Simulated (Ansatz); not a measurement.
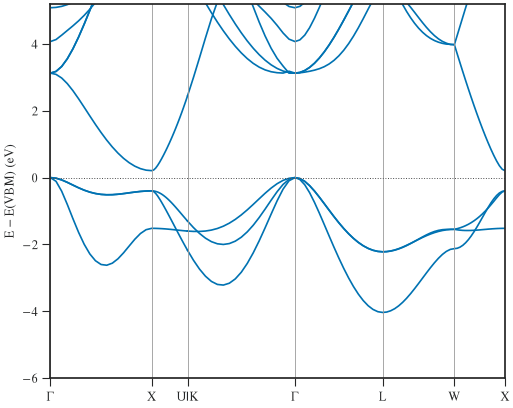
Figure: Band structure from PBE (plane waves, PAW; program Ansatz)

Q: Read off the gap and where the band edges lie.

A: About 0.2 eV (0.21 eV by a search for the band edges); maximum at Γ, minimum at X.

The material is YN (rock salt, Fm-3m).

Symmetry was held in the PBE relaxation. No spin polarisation was allowed. Scalar-relativistic: spin–orbit coupling is off unless named, which matters more the heavier the elements.

Potentials: the earlier of the program's two PAW sets.
